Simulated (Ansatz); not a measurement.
**F₃H₃SiSn: density, localisation and related maps**

```xyz
8

F     0.3602    1.7927    2.8031
F     1.7796   -0.6783    0.0281
F     0.4955    1.2790   -1.1306
Si    0.3100   -0.0827   -0.2812
Sn   -0.8210    0.4995    1.9547
H    -0.9079   -0.8091    3.0547
H    -2.3189    1.3110    1.7880
H    -0.4099   -1.0617   -1.1374
```

Geometry: PBE0-D3(BJ)/def2-SVP; core potentials replace the inner electrons of Sn.

These are results of isolated molecule in a Gaussian basis; Kohn-Sham density functional theory, functional PBE0 (Ansatz), not measurements.

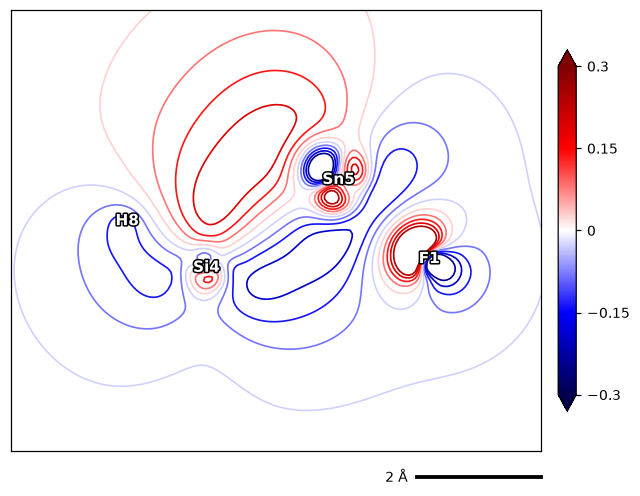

Figure 1. The LUMO on the plane of atoms Sn5, Si4 and H8 (values in Å⁻³ᐟ²; the overall sign is arbitrary).

> Where does this orbital lie, and at what energy?

Its weight (Hirshfeld) is mainly on Sn5 (about 55 %), Si4 (about 25 %) and F1 (about 10 %). Its energy is −1.74 eV.

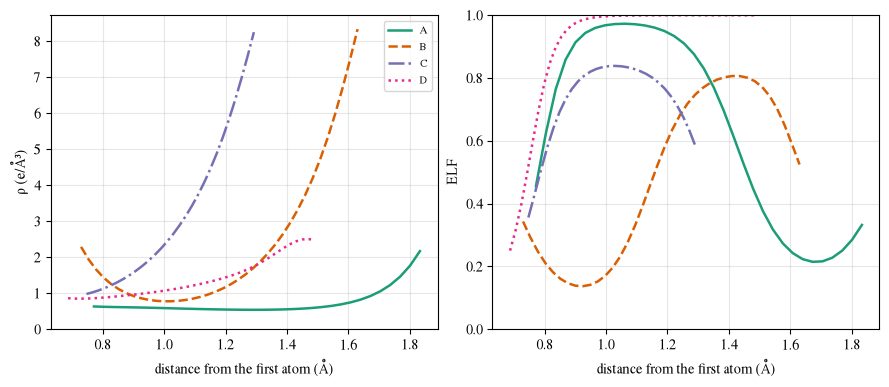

Figure 2. Electron density and ELF along straight lines between neighbouring atoms. The curves leave out the atomic cores.

> Which curve belongs to which contact (Si–F, Si–H, Si–Sn and Sn–F)? The first atom named is at distance zero.

Curve A: Si–Sn (2.57 Å): ρ at the midpoint is about 0.54 e/Å³; the ELF peaks at about 1 between the atoms: a covalent bond. Curve B: Sn–F (1.95 Å): ρ is about 0.79 e/Å³ halfway; the ELF peaks at about 0.80 in the valence shell of F, 0.5 Å from its nucleus, and drops to about 0.15 between the two atoms. Curve C: Si–F (1.62 Å): ρ is about 1.1 e/Å³ halfway; the ELF peaks at about 0.85 in the valence shell of F, 0.6 Å from its nucleus, and is about 0.60 at the midpoint. Curve D: Si–H (1.49 Å): ρ is about 0.85 e/Å³ halfway; the ELF climbs to about 1 towards the hydrogen, as it does in any bond to H.

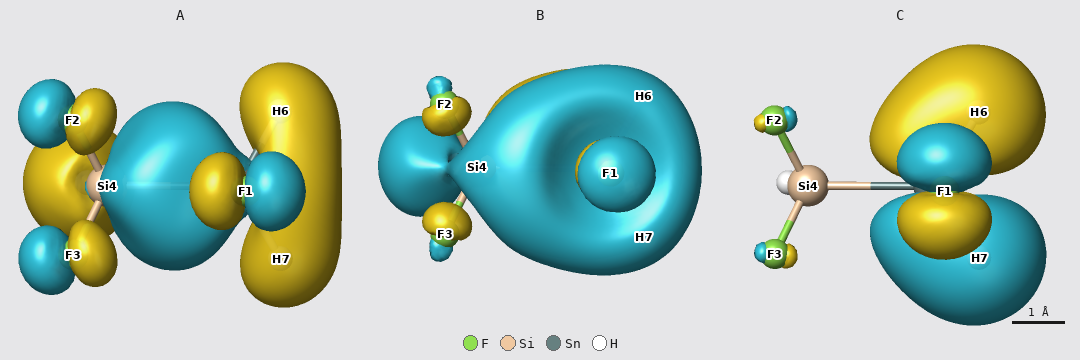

Figure 3. Three frontier orbitals at ±0.06 Å⁻³ᐟ² (yellow and cyan are the two phases), in no order.

> Which picture is the HOMO−1, the HOMO and the LUMO?

C is the HOMO−1 (−9.59 eV). Its weight (Hirshfeld) is mainly on Sn5 (about 30 %), F1 (about 20 %), H6 (about 20 %) and H7 (about 20 %). A is the HOMO (−8.62 eV). Its weight (Hirshfeld) is mainly on Sn5 (about 30 %), Si4 (about 30 %), H8 (about 10 %), F1 (about 10 %), H6 (about 5 %) and H7 (about 5 %). B is the LUMO (−1.74 eV). Its weight (Hirshfeld) is mainly on Sn5 (about 55 %), Si4 (about 25 %) and F1 (about 10 %).

> What is the HOMO–LUMO gap?

6.88 eV between the orbital energies.
